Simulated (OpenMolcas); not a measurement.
**C2H7P (dimethylphosphine) at 6 levels**

We compute a comparison of 6 runs (B2PLYP/6-311+G**, BHLYP/6-311+G**, TPSS/6-311+G**, r2SCAN/6-311+G**, revPBE/6-311+G**, CCSD(T)/6-311+G**) of C2H7P (dimethylphosphine). 

The calculation is run with OpenMolcas 26.06.

1 further run of the same task is left out (set aside as unsound or not needed).

### 1 The molecule

C2H7P has 10 atoms, charge 0, and is taken as a singlet. As SMILES, `CPC`. The C1–H6 distance was set to 2.403 Å, away from the relaxed value. At this shape a bond of the SMILES string is far longer than usual.

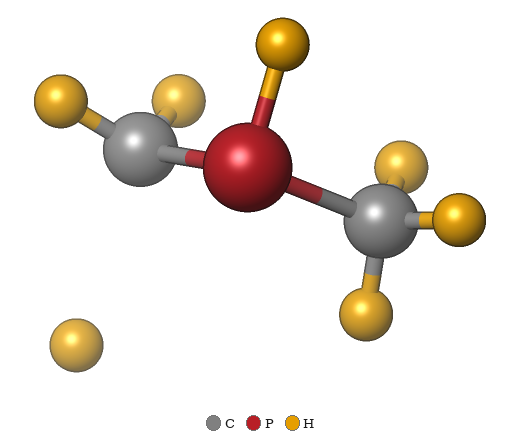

The structure, seen from a chosen angle (carbon grey, phosphorus red, hydrogen amber).

### 2 A single-point energy at B2PLYP/6-311+G(d,p) (run 1)

The input, mol.input:

```
&GATEWAY
 BasLib=$CurrDir
 Coord
 10
 bohr
 C      0.11433788     0.55473477    -3.24141699
 P      3.10318541     1.10131916    -1.53661946
 C      3.11851109    -1.66280214     0.58416348
 H     -0.08468808    -1.38132744    -3.92642381
 H     -0.00584870     1.85131366    -4.84158038
 H     -3.35152377     1.48736564    -0.45924124
 H      4.74225826     0.09003222    -3.40998056
 H      1.71888543    -1.36834502     2.07249288
 H      4.96588845    -1.81866675     1.48915332
 H      2.69326602    -3.43202043    -0.38857304
 Basis=6-311pGss
 Group=NoSym

&SEWARD
 GridInput
 Grid=UltraFine
 End of Grid

&SCF
 KSDFT=B2PLYP_SCF
 Thresholds=1e-10 1e-07 1e-07 1e-05
 PrOrbitals=0

&MBPT2
 Frozen=7
```

The basis set 6-311+G** is read from a file made from the Basis Set Exchange's data (not shown).

Command:

```
$ export MOLCAS_MEM=1860
$ pymolcas mol.input > mol.log
```

Log:

```text
--- Start Module: gateway ---
[...]
--- Stop Module: gateway /rc=_RC_ALL_IS_WELL_ ---
[...]
      Basis functions          116
[...]
--- Start Module: scf ---
[...]
       Convergence after  17 Iterations
[...]
::    Total KS-DFT energy                            -421.2363685246
[...]
      Total spin, S                                     0.0000000000
[...]
      Total electronic charge=   34.000000
      Total            charge=   -0.000000
[...]
      Dipole Moment (debye):
      Origin of the operator (angstrom)=    1.2428    0.1383   -0.7594
                   X=  1.2405E+00               Y= -1.5551E+00               Z= -1.0181E+00           Total=  2.2347E+00
      Quadrupole Moment (debye*angstrom):
[...]
--- Stop Module: scf /rc=_RC_ALL_IS_WELL_ ---
[...]
--- Start Module: mbpt2 ---
[...]
 ###    WARNING: MP2 implementation intended for RHF references only         ###
 ###############################################################################
MBPT2 WARNING: Reference function according to RunFile:KS-DFT
I'll assume you know what you're doing and continue
WARNING!
Default frozen orbitals as non valence orbitals is overwritten by user input.
Default values:   7
[...]
       Reference weight ( Cref**2 )         =        0.72757
::    Total MBPT2 energy                             -421.8221829583
[...]
      Total MBPT2 calculations                           0.62      0.69
--- Stop Module: mbpt2 /rc=_RC_ALL_IS_WELL_ ---
[...]
```

Run time: 57 s. Hardware: 1 thread of Arm Neoverse V1, shared host; peak memory 0.71 GiB.

### 3 The energy at BHLYP/6-311+G(d,p) (run 2)

The input, test.input:

```
* C2H7P Kohn-Sham DFT

&GATEWAY
 BasLib=$CurrDir
 Coord
 10
 angstrom
 C        0.060505       0.293553      -1.715284
 P        1.642135       0.582793      -0.813144
 C        1.650245      -0.879917       0.309126
 H       -0.044815      -0.730967      -2.077774
 H       -0.003095       0.979673      -2.562054
 H       -1.773550       0.787080      -0.243020
 H        2.509495       0.047643      -1.804484
 H        0.909595      -0.724097       1.096716
 H        2.627835      -0.962397       0.788026
 H        1.425215      -1.816147      -0.205624
 Basis=6-311pGss
 Group=NoSym

&SEWARD
 GridInput
 Grid=UltraFine
 End of Grid

&SCF
 KSDFT=HYB_GGA_XC_BHANDHLYP
 Thresholds=1e-10 1e-07 1e-07 1e-05
 PrOrbitals=1 1
```

The basis set 6-311+G** is read from a file made from the Basis Set Exchange's data (not shown).

Command:

```
$ export MOLCAS_MEM=1860
$ pymolcas test.input > test.log
```

Log:

```text
--- Start Module: gateway ---
[...]
--- Stop Module: gateway /rc=_RC_ALL_IS_WELL_ ---
--- Start Module: seward ---
[...]
      Basis functions          116
--- Stop Module: seward /rc=_RC_ALL_IS_WELL_ ---
[...]
--- Start Module: scf ---
[...]
       Convergence after  16 Iterations
[...]
::    Total KS-DFT energy                            -421.5557254067
[...]
      Total spin, S                                     0.0000000000
[...]
      Total electronic charge=   34.000000
      Total            charge=   -0.000000
[...]
      Dipole Moment (debye):
      Origin of the operator (angstrom)=    1.2428    0.1383   -0.7594
                   X=  1.1771E+00               Y= -1.5301E+00               Z= -9.7826E-01           Total=  2.1642E+00
      Quadrupole Moment (debye*angstrom):
[...]
--- Stop Module: scf /rc=_RC_ALL_IS_WELL_ ---
[...]
```

Run time: 53 s. Hardware: 1 thread of Arm Neoverse V1, shared host; peak memory 0.71 GiB.

Run 3 isn't shown in full; the table further down has it.

### 4 A single-point energy at r2SCAN/6-311+G(d,p) (run 4)

The input, job.inp:

```
&GATEWAY
  BASLIB=$CurrDir
  COORD
  10
  bohr
  C      0.11433788     0.55473477    -3.24141699
  P      3.10318541     1.10131916    -1.53661946
  C      3.11851109    -1.66280214     0.58416348
  H     -0.08468808    -1.38132744    -3.92642381
  H     -0.00584870     1.85131366    -4.84158038
  H     -3.35152377     1.48736564    -0.45924124
  H      4.74225826     0.09003222    -3.40998056
  H      1.71888543    -1.36834502     2.07249288
  H      4.96588845    -1.81866675     1.48915332
  H      2.69326602    -3.43202043    -0.38857304
  BASIS=6-311pGss
  GROUP=NoSym

&SEWARD
  GRIDINPUT
  Grid=UltraFine
  End of Grid

&SCF
  KSDFT=2
  1.0 MGGA_X_R2SCAN
  1.0 MGGA_C_R2SCAN
  THRESHOLDS=1e-10 1e-07 1e-07 1e-05
  PRORBITALS=1 2
```

The basis set 6-311+G** is read from a file made from the Basis Set Exchange's data (not shown).

Command:

```
$ export MOLCAS_MEM=1860
$ pymolcas job.inp > job.log
```

Log:

```text
--- Start Module: gateway ---
[...]
--- Stop Module: gateway /rc=_RC_ALL_IS_WELL_ ---
--- Start Module: seward ---
[...]
      Basis functions          116
--- Stop Module: seward /rc=_RC_ALL_IS_WELL_ ---
[...]
--- Start Module: scf ---
[...]
       Convergence after  17 Iterations
[...]
::    Total KS-DFT energy                            -421.5490596565
[...]
      Total spin, S                                     0.0000000000
[...]
      Total electronic charge=   34.000000
      Total            charge=   -0.000000
[...]
      Dipole Moment (debye):
      Origin of the operator (angstrom)=    1.2428    0.1383   -0.7594
                   X=  1.0263E+00               Y= -1.5631E+00               Z= -8.3135E-01           Total=  2.0464E+00
      Quadrupole Moment (debye*angstrom):
[...]
--- Stop Module: scf /rc=_RC_ALL_IS_WELL_ ---
[...]
```

Run time: 81 s. Hardware: 1 thread of Arm Neoverse V1, shared host; peak memory 0.71 GiB.

Run 5 isn't shown in full; the table further down has it.

### 5 The energy at CCSD(T)/6-311+G(d,p) (Cholesky decomposition) (run 6)

The input, run.inp:

```
* C2H7P CCSD(T)
&GATEWAY
BasLib=$CurrDir
Coord
10
angstrom
C        0.060505       0.293553      -1.715284
P        1.642135       0.582793      -0.813144
C        1.650245      -0.879917       0.309126
H       -0.044815      -0.730967      -2.077774
H       -0.003095       0.979673      -2.562054
H       -1.773550       0.787080      -0.243020
H        2.509495       0.047643      -1.804484
H        0.909595      -0.724097       1.096716
H        2.627835      -0.962397       0.788026
H        1.425215      -1.816147      -0.205624
Basis=6-311pGss
Group=NoSym
&SEWARD
High
&SCF
Thresholds=1e-10 1e-07 1e-07 1e-05
PrOrbitals=0
&CHCC
Frozen=7
Threshold=1e-08
MaxIterations=80
&CHT3
Frozen=7
```

The basis set 6-311+G** is read from a file made from the Basis Set Exchange's data (not shown).

Command:

```
$ export MOLCAS_MEM=1860
$ pymolcas run.inp > run.log
```

Log:

```text
--- Start Module: gateway ---
[...]
--- Stop Module: gateway /rc=_RC_ALL_IS_WELL_ ---
[...]
      Basis functions          116
[...]
       Convergence after  16 Iterations
[...]
::    Total SCF energy                               -420.3705774243
[...]
      Total spin, S                                     0.0000000000
[...]
      Total electronic charge=   34.000000
      Total            charge=   -0.000000
[...]
      Dipole Moment (debye):
      Origin of the operator (angstrom)=    1.2428    0.1383   -0.7594
                   X=  1.7120E+00               Y= -1.7064E+00               Z= -1.3211E+00           Total=  2.7547E+00
      Quadrupole Moment (debye*angstrom):
[...]
--- Start Module: chcc ---
[...]
--- Stop Module: chcc /rc=_RC_ALL_IS_WELL_ ---
[...]
--- Start Module: cht3 ---
[...]
--- Stop Module: cht3 /rc=_RC_ALL_IS_WELL_ ---
[...]
```

It took 14 min on 1 thread of Arm Neoverse V1, shared host; peak memory 0.25 GiB.

### 6 Overview of the runs

```csv
run,level,frozen core orbitals,integral approximation,energy (Eh),dipole moment (D) of the reference,HOMO energy (eV),LUMO energy (eV),wall time
1,B2PLYP/6-311+G**,7,none,-421.394538,2.23,-7.80,-2.15,57 s
2,BHLYP/6-311+G**,–,none,-421.555725,2.16,-7.87,-2.45,53 s
3,TPSS/6-311+G**,–,none,-421.678233,2.05,-5.98,-4.10,88 s
4,r2SCAN/6-311+G**,–,none,-421.549060,2.05,-6.05,-4.13,81 s
5,revPBE/6-311+G**,–,none,-421.551819,2.00,-5.82,-4.14,56 s
6,CCSD(T)/6-311+G** (Cholesky decomposition),7,CD high,-420.923117,2.75,-9.05,-0.02,14 min
```

### 7 Summary of results

| quantity | value |
| --- | --- |
| run 6: total energy | -420.92312 Eh |
| run 6: dipole moment (mean-field density) | 2.75 D |
| run 6: HOMO energy (Hartree–Fock orbitals) | -9.05 eV |
| run 6: LUMO energy (Hartree–Fock orbitals) | -0.02 eV |
| run 6: HOMO–LUMO gap (Hartree–Fock orbitals) | 9.03 eV |
| run 6: correlation energy (7 core orbitals frozen) | -552.5 mEh |
| run 6: (T) correction | -25.78 mEh |

**Reading.** Over runs 1, 2, 3, 4, 5 the dipole moment (its size) runs from 2.00 D (revPBE/6-311+G**) to 2.23 D (B2PLYP/6-311+G**). A double hybrid's value is that of its SCF part. Over runs 1, 2, 3, 4, 5 the HOMO–LUMO gap runs from 1.69 eV (revPBE/6-311+G**) to 5.65 eV (B2PLYP/6-311+G**). For B2PLYP the log adds the whole second-order term; the table takes 0.27 of it, as the functional is defined. Totals of different functionals can't be ranked against each other. In runs 1, 2, 3, 4, 5, 6 a closed-shell determinant meets a far-stretched bond, which it describes badly. All runs together took 20 min, the longest 14 min.
